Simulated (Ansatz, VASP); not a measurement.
# C3N4 in two plane-wave programs, part 3 of 3

One calculation is typed for both programs; each brings its own data sets. How far apart do they land? Of the first pair: The structure shown is the end of the VASP relaxation below. Valence electrons are named where the data sets of a main pair hold unlike numbers.

VASP 6.6.1 and Ansatz 0.2.0.

So far: The starting structure; VASP: relaxation, r2SCAN; Ansatz: single point, r2SCAN; Differences; Further runs; VASP: band structure, r2SCAN.

## Step 7: Ansatz: band structure, r2SCAN

Level of this step: Ansatz beside VASP: Kohn-Sham DFT, plane waves, r2SCAN (Ansatz).

The same cell, functional, mesh and smearing now go to Ansatz, which takes its cutoff from its data sets.

Contents of input.yaml:

```yaml
crystal:
  lattice:
    - [4.784433828, 0.0, 0.0]
    - [-2.392216914, 4.143441238, 0.0]
    - [0.0, 0.0, 18.5800174523]
  atoms:
    - { symbol: "N", position: [0.5038153429, 0.4961846571, 0.5891778497] }
    - { symbol: "N", position: [0.5038153429, 0.0076306857, 0.5891778497] }
    - { symbol: "N", position: [0.9923693143, 0.4961846571, 0.5891778497] }
    - { symbol: "N", position: [0.0, 0.0, 0.5890457358] }
    - { symbol: "N", position: [0.8371140734, 0.1628859266, 0.4112451602] }
    - { symbol: "N", position: [0.8371140734, 0.6742281479, 0.4112451602] }
    - { symbol: "N", position: [0.3257718521, 0.1628859266, 0.4112451602] }
    - { symbol: "N", position: [0.333333333, 0.666666667, 0.4109228804] }
    - { symbol: C, position: [0.3538349123, 0.1769174556, 0.589154921] }
    - { symbol: C, position: [0.8230825444, 0.1769174556, 0.589154921] }
    - { symbol: C, position: [0.8230825444, 0.6461650877, 0.589154921] }
    - { symbol: C, position: [0.6865935062, 0.8432967531, 0.4112498407] }
    - { symbol: C, position: [0.1567032469, 0.8432967531, 0.4112498407] }
    - { symbol: C, position: [0.1567032469, 0.3134064938, 0.4112498407] }
hamiltonian:
  xc: r2scan
  pseudopotentials: { kind: paw }
kpoints:
  mp_grid: { grid: [6, 6, 1] }
  band_path:
    path:
      - [0.0, 0.0, 0.0]
      - [0.03846, 0.0, 0.0]
      - [0.07692, 0.0, 0.0]
      - [0.15385, 0.0, 0.0]
      - [0.19231, 0.0, 0.0]
      - [0.26923, 0.0, 0.0]
      - [0.30769, 0.0, 0.0]
      - [0.34615, 0.0, 0.0]
      - [0.42308, 0.0, 0.0]
      - [0.46154, 0.0, 0.0]
      - [0.5, 0.0, 0.0]
      - [0.48718, 0.02564, 0.0]
      - [0.47436, 0.05128, 0.0]
      - [0.44872, 0.10256, 0.0]
      - [0.4359, 0.12821, 0.0]
      - [0.41026, 0.17949, 0.0]
      - [0.39744, 0.20513, 0.0]
      - [0.37179, 0.25641, 0.0]
      - [0.35897, 0.28205, 0.0]
      - [0.34615, 0.30769, 0.0]
      - [0.33333, 0.33333, 0.0]
      - [0.30769, 0.30769, 0.0]
      - [0.25641, 0.25641, 0.0]
      - [0.23077, 0.23077, 0.0]
      - [0.20513, 0.20513, 0.0]
      - [0.15385, 0.15385, 0.0]
      - [0.12821, 0.12821, 0.0]
      - [0.07692, 0.07692, 0.0]
      - [0.05128, 0.05128, 0.0]
      - [0.0, 0.0, 0.0]
    npoints: 1
scf:
  occupations: { method: gaussian, width: 0.05 }
  n_extra_bands: 13
efield:
  axis: 3
  dipole_correction: true
  ramp_width: 0.04
output:
  forces: true
  eigenvalues: true
  write_density: true
  write_potential: true
  elf: true
  volumetric_format: npy
```

On the command line:

```sh
ansatz run input.yaml --threads 4 --pin off --max-ram 9216MiB --backend cpu --events-out ev --progress --plain --runs-dir out
```

Numbers of over 12 decimals in the logs are rounded to 6 here.

The program printed:

```text
[...]
Crystal: 14 atoms, lattice volume = 368.331 Å³
Basis set: ecut = 500 eV, 9325 PW (Γ), exchange–correlation on 144×144×576 points (64 copies of the dense FFT grid, shifted against one another)
Bands: 45, of which v1, the nominal top of the filled ones, is band 32 counted from 1 (31 counted from 0)
Symmetry: 6 space group operations
[...]
k-point 1: bands = [... 28 lower, -1.7534, -1.7344, -1.3069, -1.2863, 0.9510, 1.2355, 1.2755, 1.5586, ... 9 higher]
  k-point 2: bands = [... 28 lower, -3.1277, -3.1105, -1.5377, -1.5181, 1.3527, 1.6207, 2.4104, 2.6322, ... 9 higher]
  k-point 6: bands = [... 28 lower, -2.7996, -2.7771, -2.2971, -2.2814, 1.2723, 1.3306, 3.9593, 3.9741, ... 9 higher]
[key lines of the parts left out:]
SCF converged after 8 iterations
Free energy (F): -4583.378538 eV
Fermi energy:    -0.202623 eV
Dipole field:    D = -0.001467 V/Å  (p = -0.002986 e·Å, saw-weighted, corrected)
Work function:   Φ+ = 3.8978 eV   Φ− = 3.8706 eV
```

Run time: 20 s. Hardware: 4 threads of Arm Neoverse V2, shared host; peak memory 1.5 GiB; 79 s of CPU time.

## Step 8: Differences

Both answers:

```csv
quantity,Ansatz,VASP,difference
gap over the path points (eV),1.942,1.908,+0.034
```

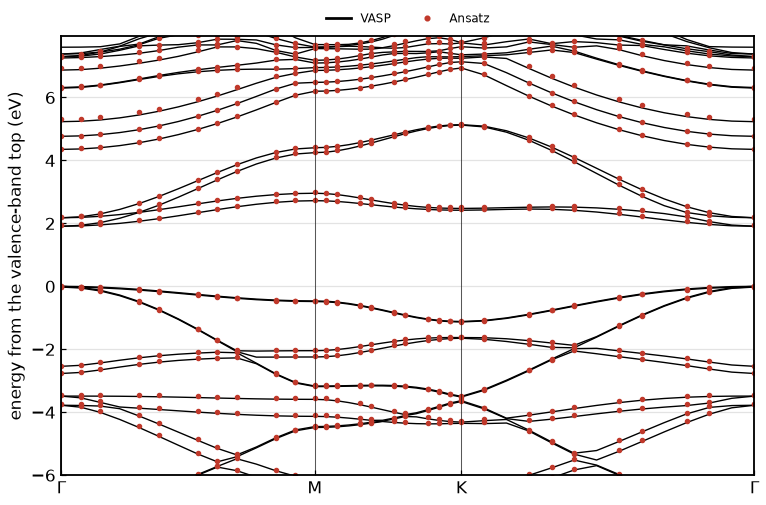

Bands from VASP (lines) and levels from Ansatz (dots). Dots without a line are higher empty bands that the VASP plot leaves out.

Levels at points of the path, from each program's valence-band top (eV; 4 filled, then empty):

```csv
k (reciprocal lattice),Ansatz,VASP
0.000 0.000 0.000,-0.02 -0.02 0.00 0.00 1.94 1.94 2.21,-0.02 -0.02 0.00 0.00 1.91 1.91 2.18
0.038 0.000 0.000,-0.05 -0.03 -0.03 -0.01 1.95 1.97 2.22,-0.06 -0.03 -0.03 -0.01 1.92 1.94 2.19
0.077 0.000 0.000,-0.14 -0.12 -0.05 -0.03 1.98 2.06 2.26,-0.15 -0.13 -0.05 -0.03 1.95 2.02 2.22
0.154 0.000 0.000,-0.50 -0.48 -0.12 -0.10 2.10 2.38 2.38,-0.50 -0.48 -0.12 -0.10 2.07 2.35 2.35
0.192 0.000 0.000,-0.75 -0.73 -0.17 -0.15 2.18 2.47 2.60,-0.76 -0.74 -0.17 -0.15 2.15 2.43 2.58
0.269 0.000 0.000,-1.37 -1.35 -0.28 -0.26 2.37 2.65 3.13,-1.38 -1.36 -0.28 -0.26 2.34 2.62 3.10
0.308 0.000 0.000,-1.72 -1.70 -0.33 -0.31 2.46 2.74 3.41,-1.73 -1.71 -0.33 -0.31 2.44 2.71 3.38
0.346 0.000 0.000,-2.06 -2.03 -0.38 -0.36 2.56 2.82 3.67,-2.08 -2.05 -0.38 -0.36 2.53 2.79 3.65
0.423 0.000 0.000,-2.22 -2.03 -0.45 -0.43 2.70 2.94 4.10,-2.25 -2.05 -0.46 -0.44 2.67 2.91 4.08
0.462 0.000 0.000,-2.22 -2.02 -0.47 -0.46 2.74 2.97 4.22,-2.25 -2.05 -0.48 -0.46 2.71 2.95 4.20
```

At this near-relaxed geometry the largest component of a force difference is 201 meV/Å. Among the levels compared at these points, filled levels agree within 25 meV and empty ones within 34 meV. With vacuum in the cell, a pressure given here is an average over mostly empty space and none of the material.

## Step 9: Other set-ups

Further runs change the set-up of one program: Ansatz's method, potentials or start, or VASP's data sets, cutoff or form of LDA. The table gives Ansatz less VASP for each quantity, since a change that brings one quantity closer may part another.

```
                                        run  r.m.s. force difference (meV/Å)  gap over the path points (eV)
                                   as above                               98                          0.034
                       cores kept as stored                              104                          0.034
    Ansatz's larger PAW set (cutoff 900 eV)                               94                          0.034
norm-conserving potentials (cutoff 1252 eV)                              109                         -0.016
```

## Step 10: Results

```yaml
r_m_s_force_difference_single_point_r2scan: 98 meV/Å
r_m_s_force_difference_band_structure_r2scan: 98 meV/Å
```

**Reading.** The r.m.s. force difference is 98 meV/Å (band structure, r2SCAN), beyond the 12 meV/Å picked in this series as the mark of a large difference. Single point, r2SCAN, norm-conserving potentials (cutoff 1252 eV): the difference in gap on the k mesh goes from 0.034 to -0.017 eV. Band structure, r2SCAN, norm-conserving potentials (cutoff 1252 eV): the difference in gap over the path points goes from 0.034 to -0.016 eV. How closely two codes agree says nothing of how well the functional describes the real material.

[Lines on the potential files, build, host, timing and source positions are cut from VASP's logs without a mark.]

[Logs are printed without paths, hosts, clocks, repeated set-up lines and the standing remarks that a program may print on its own settings, such as how far it seeks lower states.]

[Hosts, paths, dates, database ids (printed as entryN), source tags and the programs' standing remarks are cut or masked in the printed files.]
